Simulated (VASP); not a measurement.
Input:

```xyz
2
Lattice="0.0000 2.3360 2.3360 2.3360 0.0000 2.3360 2.3360 2.3360 0.0000" Properties=species:S:1:pos:R:3 pbc="T T T"
Zr     0.0000     0.0000     0.0000
C      2.3360     2.3360     2.3360
```

These are PBEsol GGA, VASP's PBE PAW potentials (set 64) (plane waves; VASP) values and carry that method's errors. Settings: 520 eV cut-off, 15×15×15 Γ-centred mesh, tetrahedra with Blöchl corrections, potentials Zr_sv C.

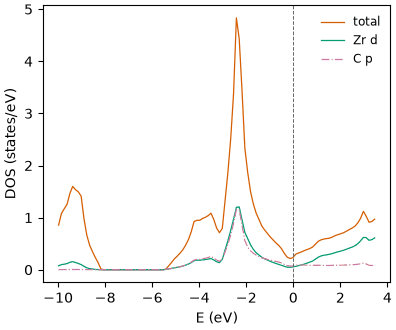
Total and projected density of states, zero at the Fermi level

Within 2 eV below the Fermi level the largest weight inside VASP's projection spheres is Zr d, then C p.

It has no gap at this level: it comes out as a metal or semimetal.

The compound is ZrC in the rock salt structure. It was relaxed first.
